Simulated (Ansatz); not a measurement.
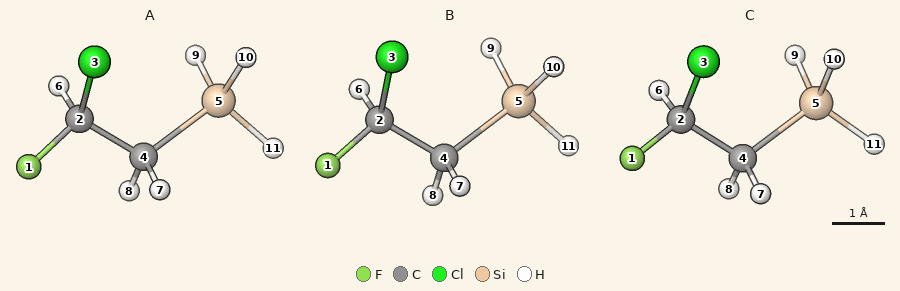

3 geometries from one relaxation of C2H6ClFSi, in shuffled order. A ball-and-stick model, seen from a free direction.

The run prepares an end point of a later path (torsion) calculation, from a guessed geometry.

All numbers below come from RKS r2SCANh-D4/6-31G in Ansatz 0.2.0. Settings: no spin polarisation; force threshold 0.015 eV/Å; at most 40 steps.

> Order the frames from highest to lowest energy.

C, A, B. They are steps 0, 2, 9, at +54.9 kJ/mol, +1.61 kJ/mol relative to the last. The largest move after the best rigid fit is that of H10, 0.41 Å. By element the largest moves are H 0.41 Å, Cl 0.25 Å, F 0.24 Å, C 0.09 Å, Si 0.06 Å. Among the contacts that change: Cl3–Si5 3.253 → 3.490 Å, C2–Cl3 1.760 → 1.883 Å, F1–C2 1.321 → 1.411 Å, C4–Si5 1.879 → 1.927 Å. Among the angles between lasting bonds that change: C4–Si5–H10 106.5° → 111.4°, C4–C2–H6 110.8° → 115.6°, C2–C4–H7 113.8° → 109.3°. Groups turn about C4–Si5 by about 20°. Over 9 geometry steps the energy falls by 54.9 kJ/mol. The largest force component goes from 3.2 to 0.0044 eV/Å. Cost: 25 s on 1 thread of AMD EPYC 9B45 (Zen 5) (shared host), peak memory 0.2 GiB.
